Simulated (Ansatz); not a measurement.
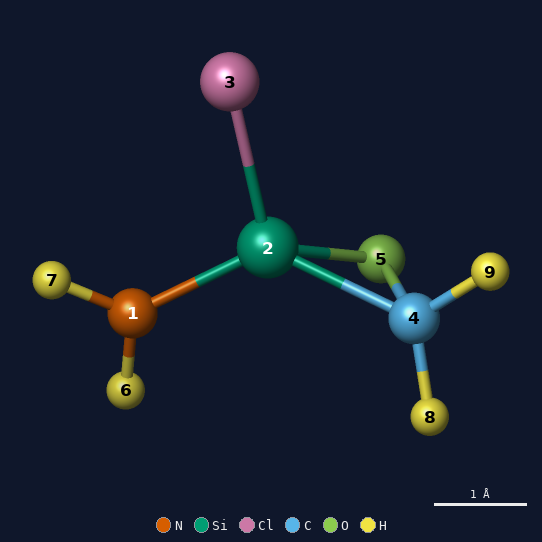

The view is orthographic, and the bar gives the scale. The geometry was computed by an optimisation with PBE0-D4/def2-TZVP. No frequency run is at hand to confirm it as a minimum.

Write Cartesian coordinates in Å in the frame of the picture: x to the right, y up, z towards the viewer, origin at the mean of the atomic positions.

```xyz
9
CH4ClNOSi
N   -1.61  -0.29  -0.33
Si  -0.14   0.42   0.04
Cl  -0.55   2.23   0.89
C    1.46  -0.35   0.31
O    1.10   0.30  -1.02
H   -1.68  -1.13  -0.88
H   -2.49   0.07  -0.01
H    1.63  -1.42   0.19
H    2.29   0.16   0.80
```
